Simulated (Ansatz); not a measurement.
# Run report: WH3F5, nudged elastic band

WH3F5, set up with RKS B3LYP/def2-SVP (Ansatz 0.2.0).

One setting was made poor on purpose. It belongs to a series of runs on one base structure; here: an input spoilt on purpose.

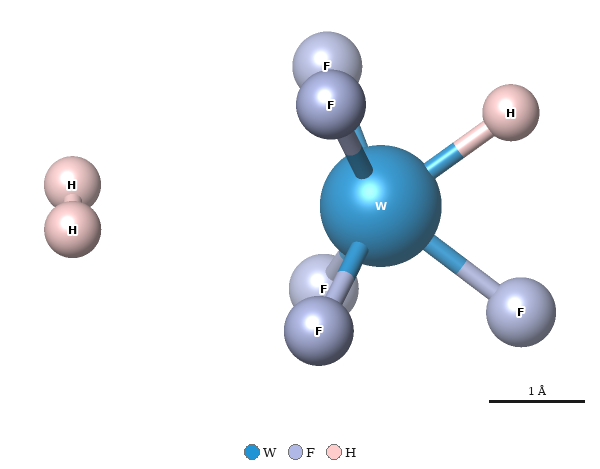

*The input geometry (ball-and-stick view, seen at a tilt). Sticks mark near contacts.*

Bond lengths as drawn: F–W 1.86 Å, H–H 0.76 Å and H–W 1.69 Å.

## Outcome

```tsv
quantity	value
outcome	refused by the program
hardware	4 threads of Arm Neoverse V1, 24 GiB of memory available, shared host
```

## Diagnosis

The program refused the input: “invalid value for `basis.gaussian`: such a run doesn't read neb.relax_end_points; remove what it names” A deliberately poor setting: bad input.

## The input
```yaml
crystal:
  periodic: [false, false, false]
  atoms:
    - { symbol: W, position_ang: [0.044438, 0.156682, -0.162173] }
    - { symbol: F, position_ang: [0.1079, 0.98365, 1.502507] }
    - { symbol: F, position_ang: [1.89402, 0.318164, -0.046247] }
    - { symbol: H, position_ang: [0.230808, 1.764807, -0.655247] }
    - { symbol: F, position_ang: [-1.456263, -0.614926, 0.627084] }
    - { symbol: F, position_ang: [0.55116, -1.416827, -1.025032] }
    - { symbol: F, position_ang: [-1.068225, 0.395268, -1.632604] }
    - { symbol: H, position_ang: [1.127129, -2.279489, 1.720924] }
    - { symbol: H, position_ang: [0.865734, -1.845229, 2.287987] }
basis:
  gaussian: { orbitals: def2-SVP }
hamiltonian:
  xc: b3lyp
neb:
  order_check: false
  images: 7
  f_tol: 0.03
  max_iterations: 8
  initial_path: linear
  final_atoms:
    - { symbol: W, position_ang: [0.22090789, -0.09377944, -0.23334619] }
    - { symbol: F, position_ang: [-0.06770039, -0.69958317, 2.16172767] }
    - { symbol: F, position_ang: [1.45634894, 0.82219947, -1.27904147] }
    - { symbol: H, position_ang: [0.76281161, 1.14014084, 0.79466583] }
    - { symbol: F, position_ang: [-1.40491993, 0.56406855, 0.37976008] }
    - { symbol: F, position_ang: [0.11888966, -1.95276197, 0.07437156] }
    - { symbol: F, position_ang: [-0.49952663, -0.33408424, -1.97388229] }
    - { symbol: H, position_ang: [1.68271502, -0.35377402, 0.59023319] }
    - { symbol: H, position_ang: [0.02717482, -1.63032602, 2.10271063] }
  relax_end_points: true
```

Launch command:
```bash
ansatz run input.yaml --threads 4 --pin off --max-ram 5120MiB --backend cpu --events-out ev --progress --plain --runs-dir out
```

## What the program printed
```
Error: invalid value for `basis.gaussian`: such a run doesn't read neb.relax_end_points; remove what it names
```
